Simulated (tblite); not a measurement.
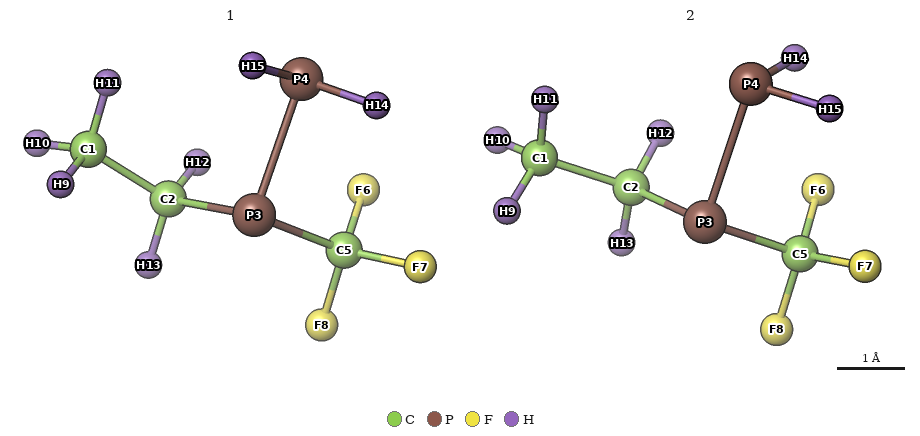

Two geometries of C3H7F3P2, drawn at one scale. One is the start of a relaxation, the other its converged end. A ball-and-stick model, seen at a tilt.

These are results of GFN2-xTB geometry optimisation, gas phase (tblite 0.8.0), not measurements. 

> Which one is relaxed?

Structure 1 is the relaxed one. The energy falls by 18.8 kcal/mol in 105 geometry steps. H15 moves most after the best rigid fit: 1.87 Å. By element the largest moves are H 1.87 Å, F 0.56 Å, P 0.53 Å, C 0.28 Å. Among the contacts that change: P3–P4 2.289 → 2.171 Å, P3–C5 1.772 → 1.882 Å, C2–P3 1.822 → 1.862 Å, P4–H14 1.423 → 1.397 Å. Bond angles that change, for instance: P3–P4–H15 99.0° → 91.8°, F6–C5–F7 113.0° → 106.4°, P3–C5–F8 104.7° → 111.2°. Groups turn about P3–P4 by about 105°. The run took 0.75 s on 1 thread of Arm Neoverse V1, on a shared host.
